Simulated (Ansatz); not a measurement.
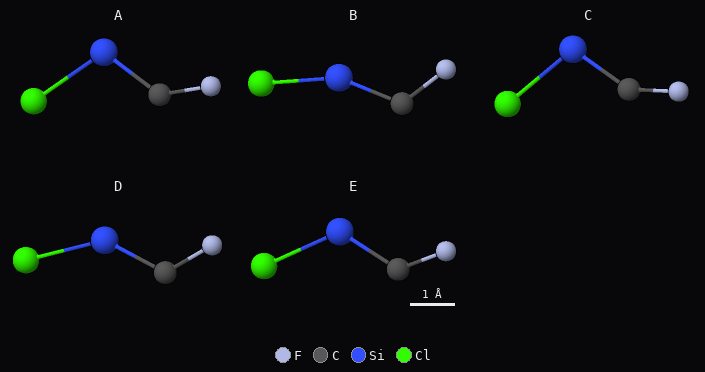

5 geometries from one relaxation of SiCClF, in shuffled order. The picture is a ball-and-stick view, seen at a tilt.

All numbers below come from Ansatz, RKS PBE0-D4/def2-TZVP. Set-up: force threshold 0.005 eV/Å; at most 200 steps.

### Order the frames from highest to lowest energy.

B, D, E, A, C. They are steps 0, 1, 2, 3, 10, at +20.1 kcal/mol, +11.7 kcal/mol, +4.86 kcal/mol, +2.48 kcal/mol relative to the last. The atom that moves furthest after the best rigid fit is the Si atom (0.65 Å). Largest moves by element: Si 0.65 Å, Cl 0.55 Å, F 0.51 Å, C 0.38 Å. Among the contacts that change: C–F 1.355 → 1.269 Å, Cl–Si 1.985 → 2.060 Å, C–Si 1.719 → 1.709 Å. Among the angles between lasting bonds that change: C–Si–Cl 156.3° → 110.6°, F–C–Si 125.2° → 150.0°. The energy falls by 20.1 kcal/mol in 8 accepted moves (10 points after the start). The largest force component goes from 1.9 to 0.0014 eV/Å. The line search rejected the trial steps at points 4, 7 of the run. Cost: 13 s on 2 threads of Intel Xeon 6975P-C, on a shared host.
